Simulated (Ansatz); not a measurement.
# CH3BCl (SMILES C[B]Cl) at UB3LYP/aug-cc-pVDZ

What is the vertical doublet–quartet gap of CH3BCl at UB3LYP/aug-cc-pVDZ? 

The calculation is run with Ansatz 0.2.0.

70 further runs of the same task are left out: 70 set aside as unsound or not needed.

## 1. The system as given

CH3BCl has 6 atoms, charge 0, and is taken as a doublet. SMILES: `C[B]Cl`. The coordinates come from a PBE0-D4/def2-TZVP relaxation.

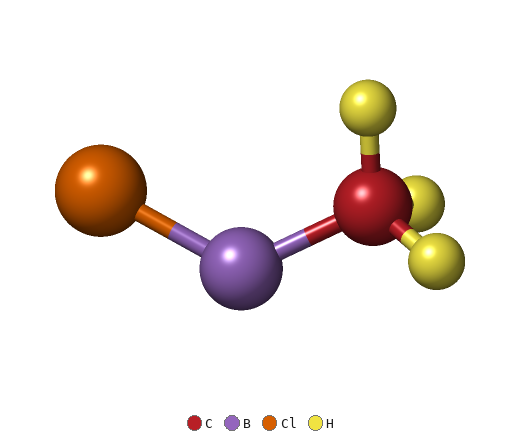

Viewed from a chosen angle; carbon red, boron purple, chlorine orange, hydrogen yellow.

## 2. A single-point energy at UB3LYP/aug-cc-pVDZ

Contents of run.yaml:

```yaml
crystal:
  periodic: [false, false, false]
  atoms:
    - symbol: C
      position_ang: [-0.289900, 0.325200, -0.312400]
    - symbol: B
      position_ang: [0.195300, -1.059500, 0.167700]
    - symbol: Cl
      position_ang: [1.467800, -1.355700, 1.297800]
    - symbol: H
      position_ang: [-1.073500, 0.641700, 0.390700]
    - symbol: H
      position_ang: [0.494200, 1.088800, -0.289700]
    - symbol: H
      position_ang: [-0.752000, 0.295400, -1.300400]
basis:
  gaussian:
    orbitals: aug-cc-pVDZ
magnetization:
  spin_polarized: true
  initial_magnetization: 1
hamiltonian:
  xc: {name: B3LYP}
accuracy: high
output: {orbitals: {seedname: orbitals}}
```

Started as:

```
$ ansatz run run.yaml --threads 1 --pin off --max-ram 3480MiB --events-out events.jsonl --progress --plain --runs-dir runs
```

What it wrote:

```text
Warning: RAYON_NUM_THREADS=1 ignored (pool sized by the plan → 1); use --threads N
Functional definition: B3LYP
  name "B3LYP"
  parameter a0 = 0.2
  parameter ax = 0.72
  parameter ac = 0.81
  exchange = (1 - a0 - ax)*slater_x + ax*b88_x + a0*exact_x
  correlation = (1 - ac)*vwn_rpa_c + ac*lyp_c
1972 factors; integrals over basis functions are off by at most 3.9e-9 eV
mean field evaluation 1: about -14277.3599 eV, gradient 3.9e1 eV
mean field evaluation 2: about -14272.6282 eV, gradient 4.6e1 eV
mean field evaluation 4: about -14284.8195 eV, gradient 2.8e0 eV
mean field evaluation 8: about -14284.9224 eV, gradient 1.2e-1 eV
mean field evaluation 16: about -14284.9225 eV, gradient 5.8e-5 eV
mean field -14284.92247149 eV, -524.9612181589 hartree, gradient 6.2e-8 eV, S^2 0.751982; 0 other end points of the search recorded, 0 dependent functions left out
reference -14284.92251465 eV, -524.9612197452 hartree; 16, 15 occupied and 84, 85 virtual orbitals, 1972 factors
Total energy: -14284.92251465 eV, -524.9612197452 hartree
```

Wall time 22 s (1 thread of Intel Xeon Platinum 8259CL at 2.50GHz (Skylake/Cascade Lake), shared host); peak memory 0.42 GiB.

## 3. The quartet

Contents of run.yaml:

```yaml
crystal:
  periodic: [false, false, false]
  atoms:
    - {symbol: C, position_ang: [-0.289900, 0.325200, -0.312400]}
    - {symbol: B, position_ang: [0.195300, -1.059500, 0.167700]}
    - {symbol: Cl, position_ang: [1.467800, -1.355700, 1.297800]}
    - {symbol: H, position_ang: [-1.073500, 0.641700, 0.390700]}
    - {symbol: H, position_ang: [0.494200, 1.088800, -0.289700]}
    - {symbol: H, position_ang: [-0.752000, 0.295400, -1.300400]}
basis:
  gaussian:
    orbitals: aug-cc-pVDZ
magnetization:
  spin_polarized: true
  initial_magnetization: 3
hamiltonian:
  xc: {name: B3LYP}
accuracy: high
output: {orbitals: {seedname: orbitals}}
```

Started as:

```
$ ansatz run run.yaml --threads 1 --pin off --max-ram 3480MiB --events-out events.jsonl --progress --plain --runs-dir runs
```

What it wrote:

```text
Warning: RAYON_NUM_THREADS=1 ignored (pool sized by the plan → 1); use --threads N
Functional definition: B3LYP
  name "B3LYP"
  parameter a0 = 0.2
  parameter ax = 0.72
  parameter ac = 0.81
  exchange = (1 - a0 - ax)*slater_x + ax*b88_x + a0*exact_x
  correlation = (1 - ac)*vwn_rpa_c + ac*lyp_c
1972 factors; integrals over basis functions are off by at most 3.9e-9 eV
mean field evaluation 1: about -14266.6625 eV, gradient 4.6e1 eV
mean field evaluation 2: about -14229.8312 eV, gradient 8.0e1 eV
mean field evaluation 4: about -14278.3417 eV, gradient 8.0e0 eV
mean field evaluation 8: about -14278.8024 eV, gradient 5.2e-1 eV
mean field evaluation 16: about -14278.8053 eV, gradient 4.0e-3 eV
mean field evaluation 32: about -14278.8053 eV, gradient 2.9e-7 eV
mean field -14278.80530888 eV, -524.7364165794 hartree, gradient 9.9e-8 eV, S^2 3.754784; 4 other end points of the search recorded, 0 dependent functions left out
reference -14278.80535000 eV, -524.7364180905 hartree; 17, 14 occupied and 83, 86 virtual orbitals, 1972 factors
Total energy: -14278.80535000 eV, -524.7364180905 hartree
```

It took 29 s on 1 thread of Intel Xeon Platinum 8259CL at 2.50GHz (Skylake/Cascade Lake), shared host; peak memory 0.42 GiB.

## 4. Outcome

Level: UB3LYP/aug-cc-pVDZ.

```
                                        quantity          value
                           doublet: total energy  -524.96122 Eh
     doublet: HOMO energy (highest over α and β)       -5.45 eV
      doublet: LUMO energy (lowest over α and β)       -1.88 eV
                                   doublet: ⟨S²⟩          0.752
                           quartet: total energy  -524.73642 Eh
     quartet: HOMO energy (highest over α and β)       -3.36 eV
                                   quartet: ⟨S²⟩          3.755
vertical energy of the quartet above the doublet       6.117 eV
```

What this shows: At this shape the quartet lies 6.12 eV (141 kcal/mol) above the doublet.
